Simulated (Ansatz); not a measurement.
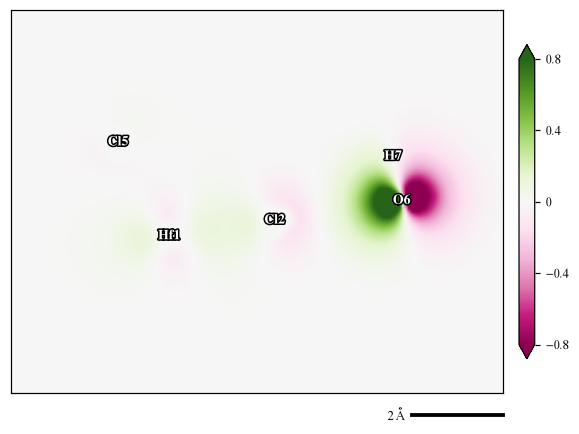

*Cl₃FHf···OH (doublet). The LUMO (β) on the plane of atoms Cl2, Hf1 and Cl5 (values in Å⁻³ᐟ²; the overall sign is arbitrary).*

Core potentials replace the inner electrons of Hf.

The calculation used Ansatz, UKS PBE/def2-SVP.

The calculation's input:

```
crystal:
  periodic: [false, false, false]
  atoms:
    - { symbol: Hf, position_ang: [-0.028912, 0.001237, -0.063706] }
    - { symbol: Cl, position_ang: [-0.013309, -0.008004, 2.408623] }
    - { symbol: F, position_ang: [1.748916, -0.000417, -0.732102] }
    - { symbol: Cl, position_ang: [-1.110488, 1.906375, -0.882928] }
    - { symbol: Cl, position_ang: [-1.110283, -1.900725, -0.892735] }
    - { symbol: O, position_ang: [0.007912, 0.015328, 5.200258] }
    - { symbol: H, position_ang: [-0.514935, -0.814894, 5.051988] }
magnetization:
  spin_polarized: true
  initial_magnetization: 1
basis:
  gaussian: { orbitals: def2-SVP }
hamiltonian:
  xc: pbe
relax:
  f_tol: 0.03
  max_steps: 50
output:
  orbitals: {}
```

Run with:

```sh
ansatz run input.yaml --threads 4 --pin off --max-ram 5120MiB --backend cpu --events-out ev --progress --plain --runs-dir out
```

The fields are those of the run's last geometry, not of the input's.

Describe this orbital and give its energy.

Answer. By Hirshfeld shares it lies mainly on O6 (about 90 %). Its energy is −5.41 eV.
